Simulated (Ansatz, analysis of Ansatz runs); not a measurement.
# Can an added hole hop between S atoms in Sr2SiS4 (P2_1/m)?

Question: does an added hole stay on the S atom where it is started in Sr2SiS4 (P2_1/m), and if so, how high is the barrier for a hop to another S site nearby? Model: a cell of 56 host atoms.

Main program and level: Ansatz 0.2.0; plane-wave PAW DFT, PBEsol+U; relaxation of all atoms of a supercell at fixed charge in a uniform background; PAW set soft_1.

### 1. Set-up

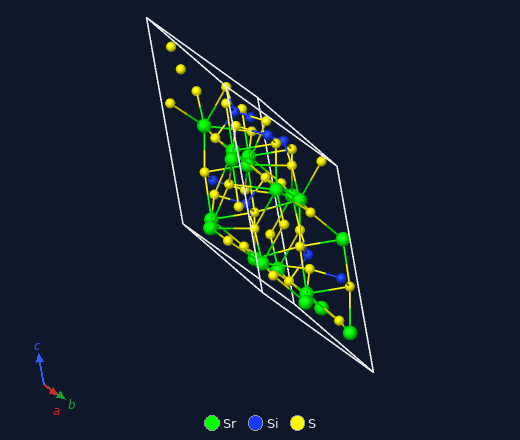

The cell as given, slightly off an axis (strontium green, silicon blue, sulfur yellow). Bonds to atoms that aren't drawn are left out. Some periodic images of atoms are drawn too.

The cell holds 56 atoms: 16 Sr, 8 Si and 32 S. Its edges and angles: a = 13.634 Å, b = 10.889 Å, c = 13.634 Å, α = 117.0°, β = 122.6°, γ = 97.1°. It derives from Sr2SiS4 (space group P2_1/m). Nearest the centre at fractional (0.257, 0.380, 0.373): Si21 at 1.33 Å, S45 at 1.65 Å, S49 at 1.65 Å, Sr14 at 2.59 Å, Sr5 at 2.61 Å, S29 at 3.04 Å, S37 at 3.06 Å, S38 at 3.66 Å.

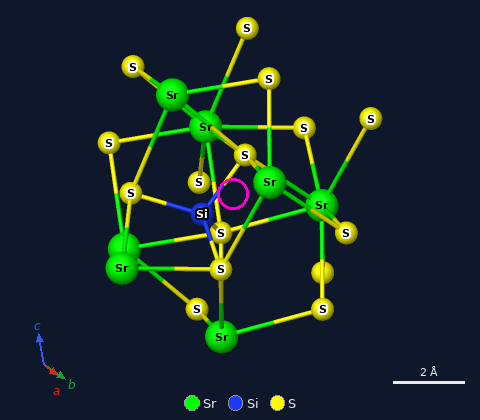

The atoms within 5 Å of the centre. A ring marks the centre wherever it is empty.

Hubbard terms: S p 8.0 eV. They were chosen, not fitted, to curb self-interaction in the shells named, the trial site's among them. The two sites are S49 and S45. The cell's shortest repeat is 10.9 Å.

### 2. The cell without the carrier

The neutral cell is relaxed first, from small random displacements, so that bond lengths and moments with the carrier can be set beside those of a relaxed cell without it.

Input file neutral.relax/input.yaml:

```yaml
crystal:
  lattice:
    - [-9.07991364, 6.54941897, 7.78169071]
    - [3.95069849, -6.54941897, 7.75074693]
    - [9.07991364, 6.54941897, -7.78169071]
  atoms:
    - { symbol: Sr, position: [0.350485, 0.116912, 0.516427] }
    - { symbol: Sr, position: [0.350485, 0.616912, 0.016427] }
    - { symbol: Sr, position: [0.850485, 0.116912, 0.016427] }
    - { symbol: Sr, position: [0.850485, 0.616912, 0.516427] }
    - { symbol: Sr, position: [0.149515, 0.383088, 0.483573] }
    - { symbol: Sr, position: [0.149515, 0.883088, 0.983573] }
    - { symbol: Sr, position: [0.649515, 0.383088, 0.983573] }
    - { symbol: Sr, position: [0.649515, 0.883088, 0.483573] }
    - { symbol: Sr, position: [0.089552, 0.327269, 0.987718] }
    - { symbol: Sr, position: [0.089552, 0.827269, 0.487718] }
    - { symbol: Sr, position: [0.589552, 0.327269, 0.487718] }
    - { symbol: Sr, position: [0.589552, 0.827269, 0.987718] }
    - { symbol: Sr, position: [0.410448, 0.172731, 0.012282] }
    - { symbol: Sr, position: [0.410448, 0.672731, 0.512282] }
    - { symbol: Sr, position: [0.910448, 0.172731, 0.512282] }
    - { symbol: Sr, position: [0.910448, 0.672731, 0.012282] }
    - { symbol: Si, position: [0.273109, 0.257786, 0.734676] }
    - { symbol: Si, position: [0.273109, 0.757786, 0.234676] }
    - { symbol: Si, position: [0.773109, 0.257786, 0.234676] }
    - { symbol: Si, position: [0.773109, 0.757786, 0.734676] }
    - { symbol: Si, position: [0.226891, 0.242214, 0.265324] }
    - { symbol: Si, position: [0.226891, 0.742214, 0.765324] }
    - { symbol: Si, position: [0.726891, 0.242214, 0.765324] }
    - { symbol: Si, position: [0.726891, 0.742214, 0.265324] }
    - { symbol: S, position: [0.407459, 0.475906, 0.818447] }
    - { symbol: S, position: [0.407459, 0.975906, 0.318447] }
    - { symbol: S, position: [0.907459, 0.475906, 0.318447] }
    - { symbol: S, position: [0.907459, 0.975906, 0.818447] }
    - { symbol: S, position: [0.092541, 0.024094, 0.181553] }
    - { symbol: S, position: [0.092541, 0.524094, 0.681553] }
    - { symbol: S, position: [0.592541, 0.024094, 0.681553] }
    - { symbol: S, position: [0.592541, 0.524094, 0.181553] }
    - { symbol: S, position: [0.191097, 0.274183, 0.833086] }
    - { symbol: S, position: [0.191097, 0.774183, 0.333086] }
    - { symbol: S, position: [0.691097, 0.274183, 0.333086] }
    - { symbol: S, position: [0.691097, 0.774183, 0.833086] }
    - { symbol: S, position: [0.308903, 0.225817, 0.166914] }
    - { symbol: S, position: [0.308903, 0.725817, 0.666914] }
    - { symbol: S, position: [0.808903, 0.225817, 0.666914] }
    - { symbol: S, position: [0.808903, 0.725817, 0.166914] }
    - { symbol: S, position: [0.116773, 0.12015, 0.501129] }
    - { symbol: S, position: [0.116773, 0.62015, 0.001129] }
    - { symbol: S, position: [0.616773, 0.12015, 0.001129] }
    - { symbol: S, position: [0.616773, 0.62015, 0.501129] }
    - { symbol: S, position: [0.13098, 0.37985, 0.246624] }
    - { symbol: S, position: [0.13098, 0.87985, 0.746624] }
    - { symbol: S, position: [0.63098, 0.37985, 0.746624] }
    - { symbol: S, position: [0.63098, 0.87985, 0.246624] }
    - { symbol: S, position: [0.383227, 0.37985, 0.498871] }
    - { symbol: S, position: [0.383227, 0.87985, 0.998871] }
    - { symbol: S, position: [0.883227, 0.37985, 0.998871] }
    - { symbol: S, position: [0.883227, 0.87985, 0.498871] }
    - { symbol: S, position: [0.36902, 0.12015, 0.753376] }
    - { symbol: S, position: [0.36902, 0.62015, 0.253376] }
    - { symbol: S, position: [0.86902, 0.12015, 0.253376] }
    - { symbol: S, position: [0.86902, 0.62015, 0.753376] }
basis:
  ecutwfc: 420
  xc_grid: 2
hamiltonian:
  xc: pbesol
  hubbard:
    sites: [{ species: S, l: p, u_eff: 8.0 }]
    projectors: ortho-atomic
  pseudopotentials: { kind: paw, azcp: { folder: soft_1 }, xc_functional: pbe }
kpoints:
  mp_grid: { grid: [1, 1, 1] }
scf:
  occupations: { method: fermi_dirac, width: 0.01 }
  max_iter: 120
  lower_state_search: "off"
output:
  forces: true
relax:
  f_tol: 0.02
  max_steps: 70
  random_displacement: { amplitude: 0.04, seed: 635 }
checkpoint:
  write: "../neutral.relax.run"
  compress: false
  write_wavefunctions: true
  write_every: 100000
```

Run with:

```sh
$ ansatz run input.yaml --threads 4 --pin off --max-ram 9420MiB --backend cpu --events-out ev --progress --plain --runs-dir out
```

Numbers of over 12 decimals in the logs are rounded to 6 here.

Output:

```text
[... repeated set-up lines and file paths are left out, and long positions are rounded to six places ...]
Engine: ansatz 0.2.0, aarch64-unknown-linux-gnu
Pseudopotentials: kind: paw
Pseudopotential: Sr, paw, valence charge 10, recommended cutoff 420 eV (normal), soft_1/Sr.paw.azcp
Pseudopotential: Si, paw, valence charge 4, recommended cutoff 420 eV (normal), soft_1/Si.paw.azcp
Pseudopotential: S, paw, valence charge 6, recommended cutoff 420 eV (normal), soft_1/S.paw.azcp
Functional definition: PBEsol
  exchange = pbesol_x
  correlation = pbesol_c
Crystal: 56 atoms, lattice volume = 1324.544 Å³
Basis set: ecut = 420 eV, 25865 PW (Γ), exchange–correlation on 192×150×192 points (8 copies of the dense FFT grid, shifted against one another)
Bands: 248, of which v1, the nominal top of the filled ones, is band 192 counted from 1 (191 counted from 0)
Symmetry: 1 space group operations
k-points: 1
Non-local potential: Sr, projectors of the file, l = 0: 3, l = 1: 2, l = 2: 2
Non-local potential: Si, projectors of the file, l = 0: 2, l = 1: 2, l = 2: 1
Non-local potential: S, projectors of the file, l = 0: 2, l = 1: 2, l = 2: 1
PAW form: soft (Blöchl's): semilocal exchange-correlation on the pseudo side does not see the compensation charge
PAW frozen core: Sr, regenerated for the run's functional, and the local potential with it (the file was generated under x = pbe(κ = 0.804, μ = 0.219515), c = pbe(β = 0.066725))
PAW frozen core: Si, regenerated for the run's functional, and the local potential with it (the file was generated under x = pbe(κ = 0.804, μ = 0.219515), c = pbe(β = 0.066725))
[...]
atom   5  Sr     0.00286942     0.00513569    -0.00307849
  [... 8 atoms left out ...]
  atom  14  Sr    -0.00142987     0.00326578     0.00157641
  [... 6 atoms left out ...]
  atom  21  Si     0.00317688    -0.00175644    -0.00165574
  [... 7 atoms left out ...]
  atom  29  S     -0.00257910    -0.00478448    -0.00030143
  [... 7 atoms left out ...]
  atom  37  S     -0.00097528    -0.00445726     0.00051464
  atom  38  S     -0.00075731    -0.00458827     0.00064069
  [... 6 atoms left out ...]
  atom  45  S      0.00215394     0.00218280     0.00228858
  [... 3 atoms left out ...]
  atom  49  S     -0.00235410     0.00003128    -0.00140223
  [... 7 atoms left out ...]
  max |Σ_I F_I| component: 8.51e-4 eV/Å
--- Band table (eV) ---
  k-point 0: bands = ["-28.4569", "-28.4562", "-28.4562", "-28.4555", [... 240 left out ...] "11.3831", "11.3840", "11.3841", "11.4406"]
Occupation matrices written to <dir>
--- Relaxed structure (9 steps of the walk, 8 accepted, 0 SCFs on fresh bases) ---
  F+E_penalty+E_count = -89163.39786519 eV   max|allowed force component| = 5.564e-3 eV/Å
  atoms:
    - { symbol: Sr, position: [0.361777, 0.124569, 0.532366] }
    - { symbol: Sr, position: [0.361795, 0.624539, 0.032381] }
    - { symbol: Sr, position: [0.861791, 0.124579, 0.032402] }
    [... 1 atom left out ...]
    - { symbol: Sr, position: [0.157703, 0.375047, 0.486960] }
    [... 8 atoms left out ...]
    - { symbol: Sr, position: [0.417798, 0.675453, 0.523317] }
    [... 6 atoms left out ...]
    - { symbol: Si, position: [0.223993, 0.233869, 0.256358] }
    [... 7 atoms left out ...]
    - { symbol: S, position: [0.078990, 0.015991, 0.158163] }
    [... 7 atoms left out ...]
    - { symbol: S, position: [0.294030, 0.211805, 0.147827] }
    - { symbol: S, position: [0.294035, 0.711779, 0.647832] }
    [... 6 atoms left out ...]
    - { symbol: S, position: [0.137327, 0.379469, 0.251361] }
    [... 3 atoms left out ...]
    - { symbol: S, position: [0.379086, 0.360646, 0.485025] }
    [... 7 atoms left out ...]
[key lines of the parts left out:]
SCF converged after 7 iterations
Free energy (F): -89163.397865 eV
Fermi energy:    6.205156 eV
```

The job ended after 62 s (4 threads of Arm Neoverse V2, shared host; peak memory 1.4 GiB).

The largest displacement from an ideal site is 0.221 Å. The cell has lost symmetry on the way: at this sampling the host distorts without any carrier, the carrier can change that, and the distances below mix its own distortion with the host's.

(Part 1 of 3 ends here.)

[Logs are printed without paths, hosts, clocks, repeated set-up lines and the standing remarks that a program may print on its own settings, such as how far it seeks lower states.]

[Hosts, paths, dates, database ids (printed as entryN), source tags and the programs' standing remarks are cut or masked in the printed files.]
